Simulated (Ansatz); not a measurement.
**CH3BFS (SMILES [CH2]B(F)S) (doublet): density, localisation and related maps**

Input

```
crystal:
  periodic: [false, false, false]
  atoms:
    - symbol: C
      position_ang: [0.488293, -0.368051, -1.113013]
    - symbol: B
      position_ang: [1.313674, 0.495052, -0.159445]
    - symbol: F
      position_ang: [2.588231, 0.184780, 0.109741]
    - symbol: S
      position_ang: [0.679752, 1.988512, 0.687395]
    - symbol: H
      position_ang: [-0.548837, -0.168829, -1.371064]
    - symbol: H
      position_ang: [0.917877, -1.247436, -1.589887]
    - symbol: H
      position_ang: [-0.568224, 1.955060, 0.177057]
basis:
  gaussian:
    orbitals: def2-TZVPD
magnetization:
  spin_polarized: true
  initial_magnetization: 1
hamiltonian:
  xc: {name: PBE0}
output: {forces: true, orbitals: {seedname: orbitals}}
```

Run with:

```sh
ansatz run input.yaml --threads 1 --pin off --max-ram 2610MiB --events-out events.jsonl --progress --plain --runs-dir runs
```

Geometry: B3LYP/6-31G*.

The calculation used Ansatz, isolated molecule in a Gaussian basis; Kohn-Sham density functional theory, functional PBE0.

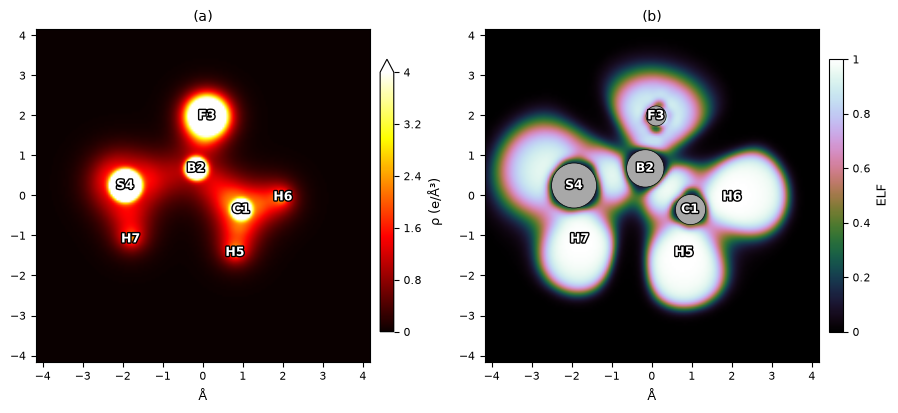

Figure 1. (a) electron density; (b) electron localisation function on the molecular plane. Grey discs cover the atomic cores in the ELF map.

Describe what can be read from this map.

- The plane passes through C, B, F, S and H nuclei.
- B–F (1.34 Å): ρ is about 2.1 e/Å³ halfway; the ELF peaks at about 0.85 between the atoms (a shared but strongly polarised pair).
- C–B (1.53 Å): ρ at the midpoint is about 1.5 e/Å³; the ELF peaks at about 0.95 between the atoms, as expected for localised, covalent bonding.
- B–S (1.83 Å): ρ at the midpoint is about 1.2 e/Å³; the ELF peaks at about 0.95 between the atoms (a covalent bond).
- C–H (1.09 Å): ρ at the midpoint is about 2.1 e/Å³; the ELF climbs to about 1 towards the hydrogen, as it does in any bond to H; an ordinary covalent bond to hydrogen.
- S–H (1.35 Å): ρ is about 1.5 e/Å³ halfway; the ELF climbs to about 1 towards the hydrogen.
- The ELF also peaks beside S4 and F3, away from the bonds: non-bonding electrons, paired or unpaired.

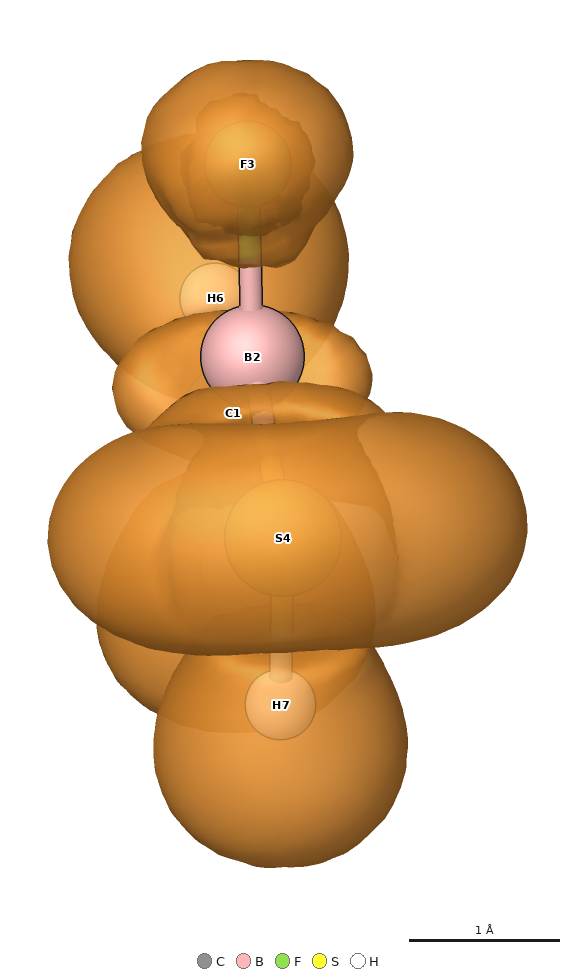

Figure 2. Isosurface of the electron localisation function at 0.8 (orange), seen at an oblique angle. Core shells and regions of very low density are left out.

What do the ELF domains correspond to?

At this value the surface marks out one region between bonded B–C atoms (shared pairs), three regions around hydrogen nuclei, one region on F in which the atom's valence shell and bonds are merged and one region on S in which the atom's valence shell and bonds are merged.

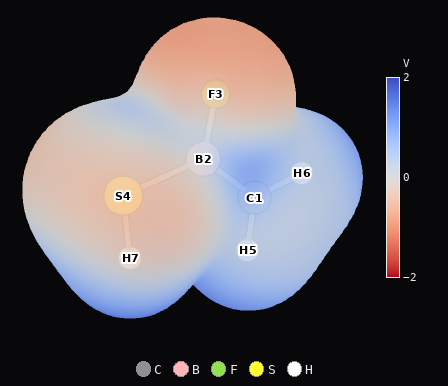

Figure 3. The molecular electrostatic potential painted on the density surface at 0.002 e/bohr³, seen at a tilt; the colour scale runs from red (negative) to blue (positive).

Describe the electrostatic potential map.

The most negative region (about −0.8 V) lies over F3, the most positive (about +1.6 V) over H7.

What dipole moment does the calculation give?

Its dipole moment is 2.29 D.
